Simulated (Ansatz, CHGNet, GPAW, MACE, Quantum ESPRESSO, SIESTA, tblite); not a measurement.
# Random packing of 64AlN-36Al2O3 (mol %) (86 atoms) in GPAW, part 2 of 2

Aim: run random packing of 64AlN-36Al2O3 (mol %) (86 atoms) in GPAW and see how near its forces come to a plane-wave reference, and at what cost.

Program: GPAW 26.7.0; the method stands at each step. Banners, paths, timers and routine set-up lines are dropped from the logs unmarked, and long logs keep their key lines alone; longer cuts are marked.

So far. Step 3 (PBE, LCAO dzp, h 0.18 Å, other mixer settings): Against the first run (11 %), the force difference from the reference is 11 %, at 1.6 times the CPU time (on 2 against 1 cores) (41 SCF steps against 26): another solver or mixer reaches the same state. Step 4 (PBE, LCAO sz(dzp), h 0.18 Å): Against the first run (11 %), the force difference from the reference is 39 %, at 0.22 times the CPU time, with 344 basis functions against 1118: the smaller basis costs accuracy.

## Step 5: PBE, grid h 0.2 Å

Method: Kohn-Sham DFT, PBE, PAW, finite differences on a real-space grid.

The input, run.py:

```python
import numpy as np
from ase.io import read
from gpaw import GPAW, FermiDirac
from ase.parallel import parprint as print

atoms = read("structure.xyz")
atoms.calc = GPAW(
    mode="fd",
    h=0.2,
    xc="PBE",
    kpts={"size": (1, 1, 1), "gamma": True},
    occupations=FermiDirac(0.05),
    maxiter=200,
    symmetry={"point_group": False},
    nbands=230,
    txt="gpaw.txt",
)
energy = atoms.get_potential_energy(force_consistent=True)
forces = atoms.get_forces()
print(f"energy {energy:.6f} eV")
print("forces (eV/A)")
for i, (a, f) in enumerate(zip(atoms, forces)):
    print(f"{i:4d} {a.symbol:2s} {f[0]:10.5f} {f[1]:10.5f} {f[2]:10.5f}")
print(f"Fermi level {atoms.calc.get_fermi_level():.4f} eV")
for k in range(len(atoms.calc.get_ibz_k_points())):
    for s in range(atoms.calc.get_number_of_spins()):
        e = atoms.calc.get_eigenvalues(kpt=k, spin=s)
        n = np.searchsorted(e, atoms.calc.get_fermi_level())
        print(f"k {k} spin {s} levels about the Fermi level:", np.round(e[max(n - 6, 0):n], 4).tolist(), "|", np.round(e[n:n + 6], 4).tolist())
```

The input, structure.xyz:

```xyz
86
Lattice="9.73820 0.00000 0.00000 0.00000 9.73820 0.00000 0.00000 0.00000 9.73820" Properties=species:S:1:pos:R:3 pbc="T T T"
[... 86 atom lines left out: the same atoms as in the first run ...]
```

The run is started by

```console
OMP_NUM_THREADS=1 mpirun -np 2 gpaw python run.py > output.txt
```

What it wrote:

```text
energy -481.237629 eV
forces (eV/A)
   0 Al    0.16934    0.33140   -0.20376
   1 Al    0.31106   -0.96136    1.58626
   2 Al   -0.23856    1.88451   -1.94078
   3 Al    1.25430    1.16595    1.20167
   4 Al   -2.45895   -0.20439   -3.04504
   5 Al   -2.58909    1.18754    1.46238
   6 Al   -0.44955    1.35940    0.45256
   7 Al    0.80342   -2.26189    5.80711
   8 Al    1.63720   -0.52664   -2.30399
   9 Al    0.03927   -1.52904    2.32009
  10 Al   -2.42905   -1.17098    0.87681
  11 Al    0.66582    3.62833   -0.07141
  12 Al   -2.91153    2.20843    1.59712
  13 Al   -0.29930   -0.51411   -2.04519
  14 Al   -3.72910   -3.82787   -0.98273
  15 Al   -0.70192    1.01089   -1.25645
  16 Al    0.52194   -2.92352   -2.32087
  17 Al    2.39946    5.43883    0.91592
  18 Al    0.16395   -0.95043    1.19158
  19 Al    0.29579   -2.04186   -2.27883
  20 Al   -0.51120    0.70420   -0.97585
  21 Al    0.49125   -0.00884    1.05627
  22 Al    1.31449   -0.54615    0.31187
  23 Al    1.24292   -0.66075    1.97626
[...]
78 O     0.59045    3.05862   -2.88250
  79 O    -0.62163    0.83245    0.10201
  80 O     0.42337   -3.62830    3.79129
  81 O    -2.22193   -0.66025    4.20683
  82 O     0.45955    2.48577   -0.45687
  83 O     2.88721    0.63956    1.50109
  84 O    -1.37113   -1.56400   -1.22240
  85 O     1.32693    0.00215   -0.92651
Fermi level 6.7691 eV
k 0 spin 0 levels about the Fermi level: [6.508, 6.5235, 6.5788, 6.6034, 6.6851, 6.7492] | [6.8013, 6.8308, 6.9273, 6.9727, 7.0584, 7.1404]
```

gpaw.txt:

```text
Input parameters:
  mode=FD(),
  h=0.2,
  kpts=MonkhorstPack(size=(1, 1, 1), gamma=True),
  maxiter=200,
  nbands=230,
  occupations=Occupations(name='fermi-dirac', width=0.05, fixmagmom=False),
  symmetry=Symmetry(point_group=False),
  xc=XC(name='PBE')
Diagonalizing LCAO Hamiltonian
Converting LCAO to fd mode
       .-----------------------.
      /|   Al    O     N       |
[... lines left out ...]
  Converge bands: occupied
[... lines left out ...]
  Fermi-Dirac:
[... lines left out ...]
convergence criteria:
- Maximum [total energy] change in last 3 cyles: 0.0005 eV / valence electron
[... lines left out ...]
Converged in 31 steps
[... lines left out ...]
  Kinetic:         632.976788
  Coulomb:        -559.190900
  Zero:             29.943508
  External:          0.000000
  Xc:             -584.675029
  Entropy:          -0.291996
  Spinorbit:         0.000000
  ----------------------------
  Free energy:    -481.237629
  Extrapolated:   -481.091631
dipole moment: (-46.535900, 44.028583, 0.482881)  # |e|*Ang
Fermi level: 6.769
Eigenvalues  # (at kpt = [0.000, 0.000, 0.000])
| band index |      eig [eV] | occ [0-2] |
|------------|---------------|-----------|
|          0 |       -13.546 |     2.000 |
|        ... |               |           |
|        184 |         6.395 |     1.999 |
|        185 |         6.432 |     1.998 |
[...]
|        199 |         7.229 |     0.000 |
|        ... |               |           |
|        229 |        10.389 |     0.000 |
Gap: 0.052 eV
Transition (v -> c):
  (s=0, k=0, n=191, [0.00, 0.00, 0.00]) -> (s=0, k=0, n=192, [0.00, 0.00, 0.00])
No difference between direct/indirect transitions
Force computation time: 3.282  # s
```

It took 3.6 min on 2 MPI ranks of Arm Neoverse V2, shared host; peak memory 1.6 GiB; 7.2 min of CPU time.

Against the reference:

```yaml
r_m_s_force_component: 1.792 eV/Å
r_m_s_difference_of_force_components: 85.79 meV/Å
longest_difference_of_force_vectors: 578.5 meV/Å
force_difference_over_r_m_s_force: 4.786 %
slope_of_forces_against_the_reference_s: 0.9984
correlation_of_force_components: 0.9989
```

Against the first run (11 %), the force difference from the reference is 4.8 %, at 0.59 times the CPU time (on 2 against 1 cores).

The difference per atom is largest on N (0.28 eV/Å on average, against 0.071 on O). The forces add up to 1.2 eV/Å instead of zero, usually a sign of too coarse a grid.

## Step 6: PBE, LCAO dzp, h 0.22 Å

Method: Kohn-Sham DFT, PBE, PAW, atomic orbitals (dzp).

run.py: that of step 5 with these lines changed.

```diff
@@ -3,3 +3,2 @@
 from gpaw import GPAW, FermiDirac
-from ase.parallel import parprint as print
 
@@ -7,4 +6,5 @@
 atoms.calc = GPAW(
-    mode="fd",
-    h=0.2,
+    mode="lcao",
+    basis="dzp",
+    h=0.22,
     xc="PBE",
@@ -14,3 +14,2 @@
     symmetry={"point_group": False},
-    nbands=230,
     txt="gpaw.txt",
```

structure.xyz is that of step 5.

The run is started by

```console
OMP_NUM_THREADS=1 python run.py > output.txt
```

What it wrote:

```text
energy -435.712577 eV
forces (eV/A)
   0 Al    0.49713    0.43493   -0.08340
   1 Al    0.22901   -0.62674    1.10103
   2 Al   -0.26638    1.61704   -1.99390
   3 Al    1.55281    1.25011    0.93830
   4 Al   -2.50009   -0.50576   -2.91307
   5 Al   -2.63437    1.25990    1.54011
   6 Al   -0.51982    1.01636    0.26271
   7 Al    0.74743   -2.20126    5.74202
   8 Al    1.93982   -0.68892   -2.15524
   9 Al    0.03940   -1.47848    2.48556
  10 Al   -2.27157   -0.97853    0.87257
  11 Al    0.46564    3.44422    0.38756
[...]
81 O    -1.89654   -1.17104    4.05813
  82 O     0.68655    2.25361   -0.32923
  83 O     2.74032    0.75429    1.62060
  84 O    -0.92575   -1.52468   -1.08649
  85 O     1.00189    0.41183   -0.70591
Fermi level 6.8608 eV
k 0 spin 0 levels about the Fermi level: [6.5932, 6.606, 6.6678, 6.6954, 6.7797, 6.8431] | [6.892, 6.922, 7.0104, 7.0642, 7.1504, 7.2296]
```

gpaw.txt:

```text
Input parameters:
  mode=LCAO(),
  basis={'default': 'dzp'},
  h=0.22,
  kpts=MonkhorstPack(size=(1, 1, 1), gamma=True),
  maxiter=200,
  occupations=Occupations(name='fermi-dirac', width=0.05, fixmagmom=False),
  symmetry=Symmetry(point_group=False),
  xc=XC(name='PBE')
[... lines left out ...]
  Fermi-Dirac:
[... lines left out ...]
convergence criteria:
- Maximum [total energy] change in last 3 cyles: 0.0005 eV / valence electron
[... lines left out ...]
Converged in 26 steps
[... lines left out ...]
  Free energy:    -435.712577
[... lines left out ...]
Fermi level: 6.861
[... lines left out ...]
|          0 |       -13.624 |     2.000 |
|        ... |               |           |
|        184 |         6.486 |     1.999 |
|        185 |         6.522 |     1.998 |
[...]
|        199 |         7.320 |     0.000 |
|        ... |               |           |
|        234 |        10.997 |     0.000 |
Gap: 0.049 eV
Transition (v -> c):
  (s=0, k=0, n=191, [0.00, 0.00, 0.00]) -> (s=0, k=0, n=192, [0.00, 0.00, 0.00])
No difference between direct/indirect transitions
Force computation time: 32.496  # s
timing:  # [seconds]
  Total:  388.263  # ━━━━━━━━━━━━━━━━━━━━━━━━━━━━━━━━━━━━━━━━━━━━━━━━━━━━━━━━
  Init:     7.730  # ━
  SCF:    348.008  # ━━━━━━━━━━━━━━━━━━━━━━━━━━━━━━━━━━━━━━━━━━━━━━━━━━
  Forces:  32.496  # ━━━━╸
```

It took 6.5 min on 1 thread; peak memory 1 GiB.

Against the reference:

```
r.m.s. force component                          : 1.722 eV/Å
r.m.s. difference of force components           : 238.9 meV/Å
longest difference of force vectors             : 784.8 meV/Å
force difference over r.m.s. force              : 13.33 %
slope of forces against the reference's         : 0.9527
correlation of force components                 : 0.9916
energy less the same-level run's                : 160.2 meV/atom
r.m.s. force difference from the same-level run : 120.8 meV/Å
```

This is a coarse setting, run to see what it loses.

Against the first run (11 %), the force difference from the reference is 13 %, at 0.53 times the CPU time: the grid matters here.

The forces add up to 0.95 eV/Å instead of zero, usually a sign of too coarse a grid.

## Step 7: All runs compared

Differences are against the plane-wave reference, forces as r.m.s. over components; share is that over the reference's r.m.s. force, slope the least-squares factor from reference forces to these. Total energies of different programs have different zeros and aren't compared.

| run | Δ force, r.m.s. (meV/Å) | share (%) | slope | cores | CPU time | memory (GiB) |
| --- | --- | --- | --- | --- | --- | --- |
| reference | - | - | - | 4 | 25 min | 3.3 |
| GPAW PBE, LCAO dzp, h 0.18 Å | 201 | 11.2 | 0.960 | 1 | 12 min | 1.9 |
| GPAW PBE, LCAO dzp, h 0.18 Å, other mixer settings | 201 | 11.2 | 0.960 | 2 | 20 min | 2.1 |
| GPAW PBE, LCAO sz(dzp), h 0.18 Å (coarse) | 703 | 39.2 | 0.951 | 1 | 2.7 min | 1.4 |
| GPAW PBE, grid h 0.2 Å | 85.8 | 4.79 | 0.998 | 2 | 7.2 min | 1.6 |
| GPAW PBE, LCAO dzp, h 0.22 Å (coarse) | 239 | 13.3 | 0.953 | 1 | 6.5 min | 1.0 |

Rows marked coarse were listed beforehand as settings not expected to be converged; some can still land near the reference.

CPU time is summed over cores on a shared host, where runs went side by side, so it is rough. Symmetry, cutoffs, thresholds, outputs and thread counts weren't matched or tuned between programs; memory under MPI is the largest rank's times the ranks.

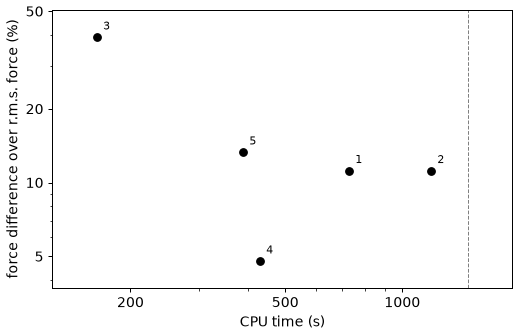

Force difference against CPU time; the dashed line marks the reference's time. Points: 1 GPAW PBE, LCAO dzp, h 0.18 Å; 2 GPAW PBE, LCAO dzp, h 0.18 Å, other mixer settings; 3 GPAW PBE, LCAO sz(dzp), h 0.18 Å; 4 GPAW PBE, grid h 0.2 Å; 5 GPAW PBE, LCAO dzp, h 0.22 Å.

Within one program, basis, potentials and functional, energies share a zero. Each run against its twin at the usual cutoff or grid and solver:

```csv
run,twin,Δ energy (meV/atom),"Δ force, r.m.s. (meV/Å)",CPU time over the twin's
"GPAW PBE, LCAO dzp, h 0.18 Å, other mixer settings","LCAO dzp, h 0.18 Å",0,3.90,1.6 (this twin ran on 1 cores)
"GPAW PBE, LCAO dzp, h 0.22 Å","LCAO dzp, h 0.18 Å",160,121,0.53
```

## Step 8: Results

```json
{
  "nearest in forces": "GPAW PBE, grid h 0.2 Å, 4.8 %",
  "its CPU time": "7.2 min"
}
```

**Reading.** PBE on plane waves or a grid with other potentials, cutoffs or grids, coarse settings apart, differs from the reference by 4.8 % (GPAW PBE, grid h 0.2 Å) of the r.m.s. force; this holds the reference's own error, so differences of a few per cent don't tell which side is nearer the exact PBE result. The PBE runs in local orbitals, coarse settings apart, differ by 11 % in each run; basis, grid and potentials can all enter. Runs with settings chosen to be coarse differ by 13 % (GPAW PBE, LCAO dzp, h 0.22 Å) to 39 % (GPAW PBE, LCAO sz(dzp), h 0.18 Å), their programs' other errors included. Of the electronic-structure runs that take under half the reference's CPU time, GPAW PBE, grid h 0.2 Å comes nearest, at 4.8 % in 7.2 min against 25 min. The reference's stress is far from hydrostatic: its diagonal is 3.1, 8.3, 3.4 GPa, compression counted positive. The reference's pressure of 4.9 GPa belongs to a cell and atoms that aren't relaxed at this level. The electronic-structure runs sample only Γ, in a cell whose shortest periodic width is 10 Å, which is coarse for a cell with partly filled levels.

[Also dropped from logs without a mark: logging warnings of Python, and SIESTA's first energy breakdown and zero terms.]

[Logs are printed without paths, hosts, clocks, repeated set-up lines and the standing remarks that a program may print on its own settings, such as how far it seeks lower states.]

[Hosts, paths, dates, database ids (printed as entryN), source tags and the programs' standing remarks are cut or masked in the printed files.]
